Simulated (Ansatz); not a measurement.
**Molecular dynamics, with input and output: ZrH2Cl2O2 (part 3 of 3)**

Continued. System: ZrH2Cl2O2. Method: RKS BLYP/def2-SVP (Ansatz 0.2.0). It belongs to a series of runs on one base structure; here: dynamics from the last frame of an earlier run.

Geometry of the input (Å):
```
Zr -0.2041  -0.2978  0.0939
Cl -0.0616  -0.1149  2.5271
O  1.5226  -0.1515  -0.7932
H  2.2880  0.1978  -0.3315
O  -0.7512  1.3819  -0.8360
H  -1.1814  2.2261  -1.2041
Cl -1.2694  -2.3102  -0.6409
```

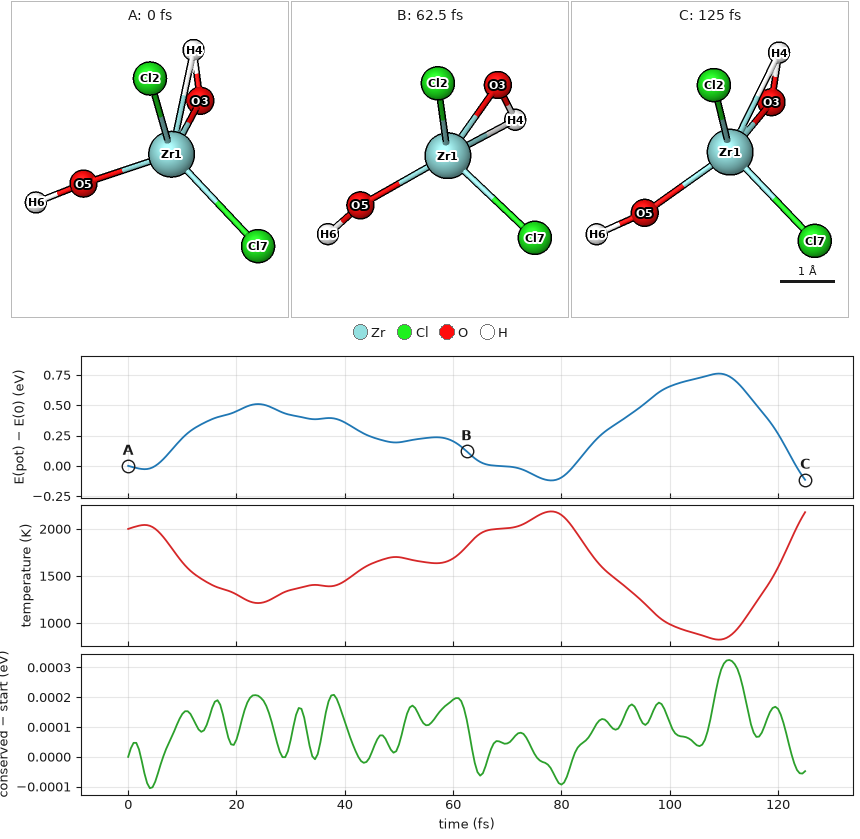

**Figure 1.** Frames of the molecular dynamics (ball-and-stick, seen at a tilt) above the curves, on which the letters mark them. The trajectory kept here has 251 frames over 125 fs. The temperature starts at 2000 K, ranges from 823 to 2186 K and averages 1536 K over the second half. The potential energy ends 0.115 eV below its first value. The conserved quantity stays within 0.00043 eV. After an unweighted best fit of the last frame on the first, the root-mean-square displacement is 0.44 Å.

```
Total energy: -30447.46960287 eV, -1118.9238698694 hartree
Atom 0 at    -0.070231    -0.221094     0.049225 Å, force    -1.805162     0.772336    -0.442135 eV/Å
Atom 1 at    -0.182445    -0.194910     2.454980 Å, force     0.308135     0.062698    -0.303512 eV/Å
Atom 2 at     1.699369    -0.461830    -0.793576 Å, force    -0.136416     0.356484     0.583072 eV/Å
Atom 3 at     2.344701    -0.515268    -0.056347 Å, force     0.521290    -0.127596    -0.255688 eV/Å
Atom 4 at    -1.239900     1.207192    -0.679821 Å, force     0.563140     0.042683     0.462978 eV/Å
Atom 5 at    -1.857436     1.980842    -0.713884 Å, force     0.589614    -0.791246    -0.008645 eV/Å
Atom 6 at    -1.299623    -2.127005    -0.589194 Å, force    -0.040600    -0.315358    -0.036071 eV/Å
Dipole moment:     0.210359     0.509651     0.062287 e Å
```

## Trajectory as extended XYZ (Å, eV, eV/Å), 27 of the 251 frames kept, from step=0 to step=250
```
7
Properties=species:S:1:pos:R:3:forces:R:3 step=0 time_fs=0.0 energy=-30447.35423 temperature=2000.0
Zr   -0.2041   -0.2978    0.0939   -0.1648   1.9202  -1.0065
Cl   -0.0616   -0.1149    2.5271   -0.0041  -0.0372  -0.6925
O     1.5226   -0.1515   -0.7932   -0.4225  -0.9395   0.3222
H     2.2880    0.1978   -0.3315    0.9424   0.3223   0.2117
O    -0.7512    1.3819   -0.8360   -1.1331   0.3634   0.3480
H    -1.1814    2.2261   -1.2041    0.8006  -1.7439   0.7675
Cl   -1.2694   -2.3102   -0.6409   -0.0184   0.1148   0.0496
7
Properties=species:S:1:pos:R:3:forces:R:3 step=10 time_fs=5.0 energy=-30447.35477 temperature=2000.7
Zr   -0.2248   -0.2776    0.1106    1.5128   1.1193  -1.9999
Cl   -0.0604   -0.1375    2.5082   -0.0748   0.0516  -0.3180
O     1.5609   -0.1627   -0.7969   -0.6307  -0.5375   1.3143
H     2.3974    0.2598   -0.4958   -0.3067  -0.1821  -0.1907
O    -0.6673    1.4135   -0.8544   -0.5028  -1.0421   0.9621
H    -1.3291    2.0315   -1.2038   -0.1109   0.0431   0.0244
Cl   -1.2691   -2.3374   -0.6410    0.1132   0.5476   0.2079
7
Properties=species:S:1:pos:R:3:forces:R:3 step=19 time_fs=9.5 energy=-30447.14854 temperature=1681.9
Zr   -0.2403   -0.2569    0.1213    2.5569   0.1415  -2.4644
Cl   -0.0598   -0.1575    2.4892   -0.1085   0.1356   0.0804
O     1.5873   -0.1799   -0.7849    0.1627   0.2593   1.6268
H     2.4808    0.3049   -0.6503   -1.8841  -0.9655  -0.2246
O    -0.6012    1.4320   -0.8604   -1.8401  -0.0968   0.2949
H    -1.4535    1.8409   -1.1925    0.9360  -0.3340   0.3926
Cl   -1.2683   -2.3589   -0.6400    0.1770   0.8600   0.2943
7
Properties=species:S:1:pos:R:3:forces:R:3 step=29 time_fs=14.5 energy=-30446.98897 temperature=1435.0
Zr   -0.2510   -0.2336    0.1269    3.3006  -0.7488  -2.7580
Cl   -0.0598   -0.1788    2.4687   -0.1163   0.2020   0.4739
O     1.6146   -0.1975   -0.7490   -2.0390  -0.6338   1.4746
H     2.4529    0.2939   -0.8356   -0.2038   0.0076   0.0806
O    -0.5541    1.4499   -0.8625   -2.7059  -0.0390   0.0216
H    -1.5214    1.6111   -1.1529    1.5449   0.0850   0.3631
Cl   -1.2662   -2.3771   -0.6369    0.2195   1.1269   0.3443
7
Properties=species:S:1:pos:R:3:forces:R:3 step=38 time_fs=19.0 energy=-30446.92205 temperature=1331.4
Zr   -0.2533   -0.2142    0.1259    3.4492  -1.3334  -2.6487
Cl   -0.0604   -0.1969    2.4529   -0.1009   0.2306   0.7346
O     1.6164   -0.2199   -0.6973   -1.9787  -0.5452   1.3788
H     2.3989    0.2763   -1.0005   -0.2287   0.0303   0.0755
O    -0.5436    1.4653   -0.8632   -0.9205  -0.3137   0.5386
H    -1.4919    1.4092   -1.0961   -0.4563   0.6487  -0.4270
Cl   -1.2631   -2.3871   -0.6321    0.2359   1.2826   0.3482
7
Properties=species:S:1:pos:R:3:forces:R:3 step=48 time_fs=24.0 energy=-30446.84452 temperature=1211.7
Zr   -0.2474   -0.1961    0.1182    2.7824  -1.8941  -1.8773
Cl   -0.0618   -0.2155    2.4401   -0.0756   0.2384   0.8781
O     1.5938   -0.2507   -0.6228    0.2906   0.6553  -0.2042
H     2.3079    0.2490   -1.1663   -1.6741  -1.0154   1.1920
O    -0.5474    1.4787   -0.8573   -1.1541  -0.2594   0.3210
H    -1.4819    1.2314   -1.0622   -0.4009   0.9268  -0.6108
Cl   -1.2581   -2.3899   -0.6246    0.2317   1.3485   0.3012
7
Properties=species:S:1:pos:R:3:forces:R:3 step=58 time_fs=29.0 energy=-30446.92236 temperature=1331.8
Zr   -0.2343   -0.1829    0.1056    1.3477  -2.2445  -0.6575
Cl   -0.0637   -0.2324    2.4331   -0.0681   0.2374   0.8261
O     1.5722   -0.2743   -0.5490    0.2057  -0.0851  -0.0151
H     2.1050    0.1547   -1.2516   -0.1534  -0.1278   0.2575
O    -0.5694    1.4875   -0.8468   -2.1641  -0.5336  -0.2074
H    -1.4990    1.1304   -1.0750    0.6057   1.4167  -0.4256
Cl   -1.2515   -2.3835   -0.6151    0.2264   1.3369   0.2220
7
Properties=species:S:1:pos:R:3:forces:R:3 step=67 time_fs=33.5 energy=-30446.96603 temperature=1399.4
Zr   -0.2195   -0.1761    0.0928   -0.5398  -2.2321   0.5704
Cl   -0.0658   -0.2463    2.4316   -0.0757   0.2368   0.6591
O     1.5569   -0.2958   -0.4828    1.2796  -0.4083  -0.0199
H     1.9027    0.0560   -1.3094    0.5047   0.2468  -0.5502
O    -0.6143    1.4895   -0.8392   -0.7443  -0.0219  -0.0740
H    -1.4867    1.1301   -1.1186   -0.6495   0.9188  -0.7197
Cl   -1.2443   -2.3701   -0.6052    0.2249   1.2600   0.1342
7
Properties=species:S:1:pos:R:3:forces:R:3 step=77 time_fs=38.5 energy=-30446.96810 temperature=1402.8
Zr   -0.2045   -0.1739    0.0800   -2.3713  -1.7584   1.4379
Cl   -0.0687   -0.2602    2.4341   -0.0960   0.2404   0.4209
O     1.5602   -0.3238   -0.4150    3.0269   0.2551  -2.7849
H     1.7091   -0.0444   -1.3873    0.2340  -0.4436   1.5862
O    -0.6750    1.4911   -0.8316   -0.2734  -0.0029  -0.0811
H    -1.5190    1.1990   -1.2211   -0.7231   0.6269  -0.6094
Cl   -1.2348   -2.3471   -0.5934    0.2029   1.0825   0.0305
7
Properties=species:S:1:pos:R:3:forces:R:3 step=87 time_fs=43.5 energy=-30447.08746 temperature=1587.2
Zr   -0.1953   -0.1764    0.0708   -2.2743  -1.0858   1.5715
Cl   -0.0722   -0.2725    2.4395   -0.1241   0.2517   0.1538
O     1.6050   -0.3494   -0.3835    1.8542  -0.0187  -1.6708
H     1.5414   -0.1721   -1.3645    0.8951  -0.0727   0.3498
O    -0.7428    1.4918   -0.8269   -1.6753  -0.6345  -1.0148
H    -1.5933    1.3209   -1.3622    1.1770   0.7211   0.6658
Cl   -1.2239   -2.3167   -0.5814    0.1473   0.8389  -0.0553
7
Properties=species:S:1:pos:R:3:forces:R:3 step=96 time_fs=48.0 energy=-30447.15459 temperature=1691.2
Zr   -0.1921   -0.1811    0.0660   -1.1834  -0.2746   1.3709
Cl   -0.0760   -0.2821    2.4453   -0.1547   0.2614  -0.0664
O     1.6696   -0.3722   -0.3766    0.2536  -0.0257   0.0229
H     1.4466   -0.2946   -1.3195    1.0694   0.0529  -1.2695
O    -0.8223    1.4848   -0.8337   -0.5595  -0.8707  -0.3389
H    -1.5974    1.4770   -1.4546    0.5105   0.3066   0.4084
Cl   -1.2133   -2.2845   -0.5709    0.0641   0.5501  -0.1273
7
Properties=species:S:1:pos:R:3:forces:R:3 step=106 time_fs=53.0 energy=-30447.13641 temperature=1663.2
Zr   -0.1913   -0.1869    0.0640    0.0295   0.7571   0.8800
Cl   -0.0813   -0.2910    2.4513   -0.1772   0.2632  -0.2215
O     1.7436   -0.3976   -0.3735   -1.7325   0.1406  -1.3069
H     1.4271   -0.4286   -1.3387    1.5498  -0.0514   0.3475
O    -0.9175    1.4638   -0.8446    0.5399  -1.3785   0.6184
H    -1.5677    1.6768   -1.5329   -0.1142   0.1742  -0.0853
Cl   -1.2012   -2.2453   -0.5600   -0.0953   0.0948  -0.2322
7
Properties=species:S:1:pos:R:3:forces:R:3 step=115 time_fs=57.5 energy=-30447.11935 temperature=1636.8
Zr   -0.1907   -0.1905    0.0643    0.8356   1.5150   0.4347
Cl   -0.0871   -0.2975    2.4554   -0.1801   0.2622  -0.2824
O     1.7900   -0.4188   -0.3849   -2.3554   0.1268  -0.9632
H     1.5099   -0.5517   -1.3462    1.2702   0.0056   0.3545
O    -0.9987    1.4289   -0.8494   -0.3133  -0.6949  -0.6568
H    -1.5377    1.8621   -1.5954    1.0448  -0.8083   1.4683
Cl   -1.1908   -2.2094   -0.5516   -0.3017  -0.4065  -0.3550
7
Properties=species:S:1:pos:R:3:forces:R:3 step=125 time_fs=62.5 energy=-30447.23395 temperature=1814.1
Zr   -0.1880   -0.1907    0.0657    1.3430   2.0980  -0.0406
Cl   -0.0947   -0.3031    2.4583   -0.1598   0.2627  -0.2833
O     1.8087   -0.4400   -0.4087   -2.2360   0.4356   0.5520
H     1.6940   -0.6911   -1.3405    0.6213  -0.2215  -0.7546
O    -1.0912    1.3796   -0.8619    0.4030  -0.6359  -0.1309
H    -1.4364    2.0100   -1.5654    0.5721  -1.0040   1.1399
Cl   -1.1813   -2.1723   -0.5446   -0.5436  -0.9349  -0.4825
7
Properties=species:S:1:pos:R:3:forces:R:3 step=135 time_fs=67.5 energy=-30447.35187 temperature=1996.4
Zr   -0.1818   -0.1855    0.0669    1.4904   2.0715  -0.3667
Cl   -0.1034   -0.3069    2.4592   -0.1258   0.2722  -0.2058
O     1.7940   -0.4562   -0.4302   -1.7289  -0.2377  -1.3450
H     1.9296   -0.8389   -1.3642    0.0386   0.5955   1.4596
O    -1.1777    1.3188   -0.8751    1.0656  -1.4216   1.0200
H    -1.2898    2.0900   -1.4521   -0.0034   0.0224  -0.0131
Cl   -1.1754   -2.1414   -0.5408   -0.7364  -1.3023  -0.5490
7
Properties=species:S:1:pos:R:3:forces:R:3 step=144 time_fs=72.0 energy=-30447.37287 temperature=2028.9
Zr   -0.1729   -0.1762    0.0673    1.4677   1.3842  -0.3605
Cl   -0.1119   -0.3087    2.4589   -0.0984   0.2922  -0.0934
O     1.7589   -0.4731   -0.4639   -0.6812  -0.5379  -1.6551
H     2.1438   -0.9360   -1.3031   -0.7886   1.0370   1.8809
O    -1.2426    1.2498   -0.8767    1.1083   0.6618   0.0555
H    -1.1556    2.1443   -1.3369   -0.2032  -1.4318   0.6999
Cl   -1.1743   -2.1211   -0.5406   -0.8045  -1.4056  -0.5273
7
Properties=species:S:1:pos:R:3:forces:R:3 step=154 time_fs=77.0 energy=-30447.46759 temperature=2175.4
Zr   -0.1593   -0.1625    0.0669    1.2466   0.3234  -0.2408
Cl   -0.1220   -0.3088    2.4579   -0.0679   0.3162  -0.0001
O     1.7085   -0.4977   -0.5220   -0.8621   0.3824  -0.0447
H     2.3314   -0.9747   -1.1091   -0.2421   0.2374   0.2785
O    -1.2984    1.1809   -0.8763    1.2299   1.1664   0.1653
H    -1.0248    2.1063   -1.1647   -0.5707  -1.1757   0.2478
Cl   -1.1783   -2.1074   -0.5436   -0.7337  -1.2501  -0.4060
7
Properties=species:S:1:pos:R:3:forces:R:3 step=163 time_fs=81.5 energy=-30447.39407 temperature=2061.6
Zr   -0.1444   -0.1494    0.0660    0.5347  -0.6398   0.0243
Cl   -0.1315   -0.3070    2.4570   -0.0261   0.3354   0.0433
O     1.6542   -0.5169   -0.5779    0.6342   0.0166  -0.3045
H     2.4734   -0.9833   -0.8996   -0.9983   0.6138   0.3866
O    -1.3339    1.1317   -0.8737    0.4859  -0.3418   0.5168
H    -0.9396    2.0020   -0.9923   -0.0443   0.9911  -0.4083
Cl   -1.1861   -2.1023   -0.5487   -0.5861  -0.9752  -0.2582
7
Properties=species:S:1:pos:R:3:forces:R:3 step=173 time_fs=86.5 energy=-30447.13342 temperature=1658.5
Zr   -0.1265   -0.1366    0.0651   -0.4274  -1.5895   0.4973
Cl   -0.1422   -0.3029    2.4563    0.0357   0.3551   0.0561
O     1.6051   -0.5383   -0.6436    2.8052  -0.3860  -0.1349
H     2.5486   -0.9457   -0.6438   -2.1640   0.9374  -0.0830
O    -1.3647    1.0771   -0.8645    0.9194   1.3211   0.2143
H    -0.8588    1.9362   -0.8268   -0.7812  -0.0146  -0.4513
Cl   -1.1984   -2.1029   -0.5561   -0.3877  -0.6236  -0.0985
7
Properties=species:S:1:pos:R:3:forces:R:3 step=183 time_fs=91.5 energy=-30446.96681 temperature=1400.8
Zr   -0.1097   -0.1278    0.0654   -0.8397  -2.3202   0.6282
Cl   -0.1527   -0.2964    2.4559    0.1065   0.3676   0.0278
O     1.5926   -0.5635   -0.7114    1.1354   0.5454  -0.0144
H     2.4752   -0.8430   -0.3922   -0.1664  -0.0176  -0.2602
O    -1.3823    1.0402   -0.8515    1.0570   1.8154   0.2137
H    -0.8360    1.8793   -0.6993   -1.1192  -0.1325  -0.6404
Cl   -1.2135   -2.1077   -0.5641   -0.1735  -0.2582   0.0453
7
Properties=species:S:1:pos:R:3:forces:R:3 step=192 time_fs=96.0 energy=-30446.81824 temperature=1170.8
Zr   -0.0964   -0.1251    0.0671   -0.9400  -2.7006   0.3466
Cl   -0.1615   -0.2884    2.4557    0.1805   0.3664   0.0212
O     1.5992   -0.5807   -0.7724    1.0783   0.6328   0.4510
H     2.3791   -0.7435   -0.1836   -0.2142  -0.1007  -0.5443
O    -1.3857    1.0281   -0.8375    0.0864   0.1630  -0.1067
H    -0.8846    1.8291   -0.6250   -0.2032   1.6164  -0.3170
Cl   -1.2280   -2.1136   -0.5711    0.0122   0.0226   0.1492
7
Properties=species:S:1:pos:R:3:forces:R:3 step=202 time_fs=101.0 energy=-30446.68223 temperature=960.4
Zr   -0.0839   -0.1288    0.0697   -0.8986  -2.6730  -0.3285
Cl   -0.1701   -0.2772    2.4557    0.2524   0.3502   0.0474
O     1.6223   -0.5906   -0.8311    1.2650   0.7399   2.2163
H     2.2517   -0.6415   -0.0050   -0.7282  -0.1832  -1.8842
O    -1.3862    1.0201   -0.8228    0.5785   0.9302   0.1422
H    -0.9642    1.8774   -0.5690   -0.6403   0.5997  -0.4170
Cl   -1.2441   -2.1201   -0.5779    0.1712   0.2361   0.2238
7
Properties=species:S:1:pos:R:3:forces:R:3 step=212 time_fs=106.0 energy=-30446.62245 temperature=867.8
Zr   -0.0738   -0.1395    0.0714   -1.1191  -2.3342  -1.0274
Cl   -0.1770   -0.2636    2.4560    0.3065   0.3237   0.0351
O     1.6617   -0.5891   -0.8599   -0.6266   0.9868   1.3735
H     2.0826   -0.5553    0.0421    1.0417  -0.4369  -0.5644
O    -1.3785    1.0263   -0.8058    0.9831   2.1148   0.5545
H    -1.0913    1.9714   -0.5467   -0.8627  -1.0017  -0.6333
Cl   -1.2591   -2.1250   -0.5832    0.2771   0.3475   0.2620
7
Properties=species:S:1:pos:R:3:forces:R:3 step=221 time_fs=110.5 energy=-30446.60558 temperature=842.1
Zr   -0.0674   -0.1544    0.0708   -1.5660  -1.8205  -1.4129
Cl   -0.1814   -0.2494    2.4564    0.3440   0.2857  -0.0227
O     1.6908   -0.5756   -0.8683   -1.5786   0.8963   0.1657
H     1.9937   -0.5052    0.0448    2.0823  -0.3983   0.8837
O    -1.3596    1.0560   -0.7841    0.7586   0.4706   0.3227
H    -1.2609    2.0054   -0.5661   -0.3543   0.2227  -0.1954
Cl   -1.2710   -2.1274   -0.5864    0.3140   0.3434   0.2588
7
Properties=species:S:1:pos:R:3:forces:R:3 step=231 time_fs=115.5 energy=-30446.82488 temperature=1181.1
Zr   -0.0641   -0.1755    0.0665   -1.7205  -1.0559  -1.4315
Cl   -0.1841   -0.2319    2.4567    0.3687   0.2201  -0.0944
O     1.7028   -0.5475   -0.8699   -0.8068   0.8764   2.1526
H     2.0391   -0.4810    0.0851    1.1916  -0.4317  -1.1158
O    -1.3269    1.0968   -0.7549    0.8699   0.3692   0.4513
H    -1.4799    2.0529   -0.6048   -0.1620  -0.1720  -0.1586
Cl   -1.2822   -2.1280   -0.5884    0.2591   0.1939   0.1964
7
Properties=species:S:1:pos:R:3:forces:R:3 step=240 time_fs=120.0 energy=-30447.09002 temperature=1591.4
Zr   -0.0649   -0.1968    0.0595   -1.6980  -0.2569  -1.0447
Cl   -0.1844   -0.2148    2.4565    0.3598   0.1495  -0.1783
O     1.7027   -0.5111   -0.8468   -0.1607   0.6340   2.1072
H     2.1648   -0.4875    0.0609    0.4454  -0.2748  -1.3481
O    -1.2874    1.1392   -0.7231    0.1708   1.7444   0.5795
H    -1.6829    2.0799   -0.6499    0.7454  -1.9641  -0.2133
Cl   -1.2909   -2.1274   -0.5891    0.1374  -0.0320   0.0978
7
Properties=species:S:1:pos:R:3:forces:R:3 step=250 time_fs=125.0 energy=-30447.46917 temperature=2177.8
Zr   -0.0702   -0.2211    0.0492   -1.8052   0.7723  -0.4421
Cl   -0.1824   -0.1949    2.4550    0.3081   0.0627  -0.3035
O     1.6994   -0.4618   -0.7936   -0.1364   0.3565   0.5831
H     2.3447   -0.5153   -0.0563    0.5213  -0.1276  -0.2557
O    -1.2399    1.2072   -0.6798    0.5631   0.0427   0.4630
H    -1.8574    1.9808   -0.7139    0.5896  -0.7912  -0.0086
Cl   -1.2996   -2.1270   -0.5892   -0.0406  -0.3154  -0.0361
```

## Summary

```json
{"quantity": "outcome", "value": "finished"}
{"quantity": "mean temperature over the second half", "value": "1536 K"}
{"quantity": "trajectory", "value": "250 steps, 125 fs"}
{"quantity": "ensemble", "value": "nve"}
{"quantity": "temperature in the input", "value": "2000.0 K"}
{"quantity": "time step", "value": "0.5 fs"}
{"quantity": "potential energy (last step)", "value": "−30447.4696 eV"}
{"quantity": "mean-field energy (last step)", "value": "−30447.4696 eV"}
{"quantity": "largest force (length of the vector) (last step)", "value": "2.013 eV/Å"}
{"quantity": "wall time", "value": "9.5 min (CPU time 19 min)"}
{"quantity": "peak memory", "value": "0.16 GiB"}
```

So short a trajectory is not equilibrated.
